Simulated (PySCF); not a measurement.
| atom | x (Å) | y (Å) | z (Å) |
| --- | --- | --- | --- |
| C | 2.5376 | -0.4157 | -0.6506 |
| C | 2.1300 | 0.8227 | 0.0769 |
| C | 0.8939 | 1.1495 | 0.4585 |
| C | -0.3386 | 0.4137 | 0.2741 |
| C | -0.5962 | -0.7792 | -0.3094 |
| C | -2.0551 | -1.0834 | -0.2274 |
| C | -2.6008 | 0.1060 | 0.4894 |
| C | -1.6047 | 0.9510 | 0.7671 |
| H | 3.6074 | -0.4156 | -0.8418 |
| H | 2.2912 | -1.3009 | -0.0644 |
| H | 2.0149 | -0.4900 | -1.6040 |
| H | 2.9304 | 1.5119 | 0.3125 |
| H | 0.7632 | 2.0893 | 0.9821 |
| H | 0.0925 | -1.4561 | -0.7745 |
| H | -2.2454 | -2.0117 | 0.3174 |
| H | -2.5015 | -1.2013 | -1.2183 |
| H | -3.6434 | 0.2205 | 0.7243 |
| H | -1.6842 | 1.8956 | 1.2767 |

Geometry: GFN2-xTB.

Level of theory: PySCF, PBE0/pcSseg-1, SCF density, gas phase, non-relativistic.

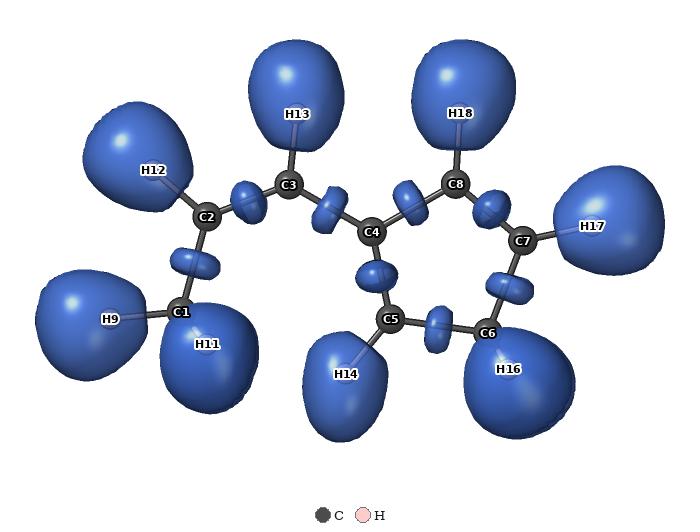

C8H10 (SMILES C/C=C\C1=CCC=C1). Isosurface of the electron localisation function at 0.85 (blue), seen across its widest extent. Only the valence region is drawn (cores and ρ < 0.01 e/Å³ removed).

### Describe the localisation domains.

The surface consists of eight regions between bonded C–C atoms (shared pairs) and ten regions around hydrogen nuclei. Profiles from the grid: C–C (1.33 Å): the ELF peaks at about 0.95 between the atoms; a short, multiple covalent bond. C–H (1.07 Å): the ELF climbs to about 1 towards the hydrogen, as it does in any bond to H (an ordinary covalent bond to hydrogen).
